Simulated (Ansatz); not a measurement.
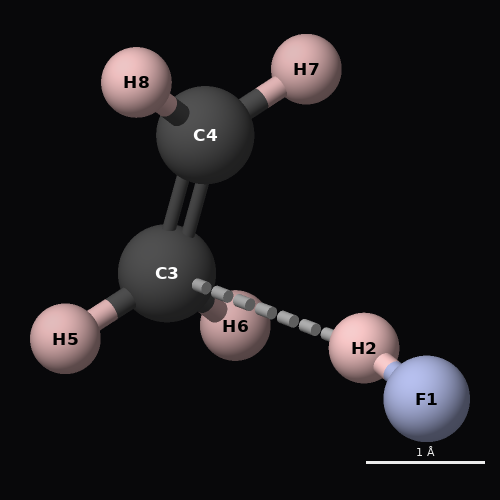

Two molecules or ions; the broken line marks their closest contact (measured against van der Waals radii). Geometry: a pair of rigid molecules at a changed separation. Program: Ansatz 0.2.0.

Q: Which two species are they?

A: HF and C2H4 (`C=C.F`).

Q: How long is the contact?

A: H2···C3 is 2.73 Å.

Give the counterpoise-corrected interaction energy (kcal/mol, monomers kept as in the pair) with RHF-CCSD(T) (frozen core)/def2-TZVPPD; PBE0-D4/def2-TZVPPD.

| level | interaction energy (kcal/mol) |
| --- | --- |
| RHF-CCSD(T) (frozen core)/def2-TZVPPD | −3.3 |
| PBE0-D4/def2-TZVPPD | −3.9 |
